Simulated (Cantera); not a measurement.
A closed system holds: 1 mol SiHCl₃, a varied amount of N₂, equilibrated at 1525 K and 0.000180 bar.

Method: chemical equilibrium by Gibbs-energy minimisation in Cantera with the NASA 1993 tables (ideal gas, pure condensed phases). Candidate condensed phases: NH₄Cl, Si, Si₃N₄; 28 gas species. The tables' values for SiCl₃, SiCl are old estimates; treat these amounts as uncertain. The numbers say what is thermodynamically allowed, not how fast it happens.

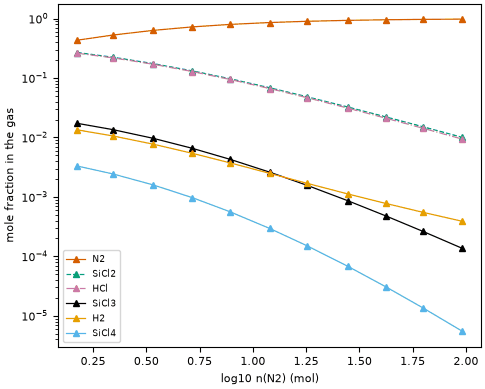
Figure. Equilibrium gas composition (values under 1e-9 drawn at 1e-9)

Task: Read off the mole fractions at 1.5 mol N₂.

Result: N₂ about 0.43, SiCl₂ about 0.27, HCl about 0.26, SiCl₃ about 0.017, H₂ about 0.013, SiCl₄ about 0.0033.
